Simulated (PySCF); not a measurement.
Si(Me)(OH)(SiH3)2, CH10OSi3, SMILES C[Si](O)([SiH3])[SiH3], GFN2-xTB optimised geometry. Atoms within 1.6 Å of the plane z = 1.0 Å (x, y, z in Å): Si2 (1.21, 0.41, 0.00), O3 (1.75, -1.15, -0.03), Si4 (-1.12, 0.41, 0.00), Si5 (2.27, 1.55, 1.73), H9 (1.60, -1.77, 0.68), H10 (-1.65, 1.77, 0.00), H11 (-1.66, -0.25, 1.20), H13 (1.87, 2.96, 1.77), H15 (3.74, 1.54, 1.69).

Calculation: B3LYP/def2-TZVP (PySCF 2.14.0).

Map of the deformation density (molecule minus spherical neutral atoms) (e/bohr³) on the plane z = 1.0 Å:

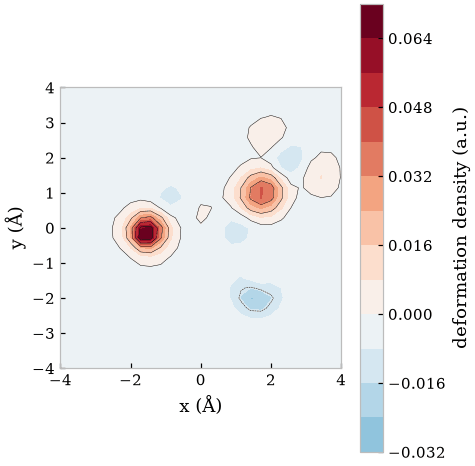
Figure. Deformation density (molecule minus spherical neutral atoms) (e/bohr³) on the plane z = 1.0 Å.
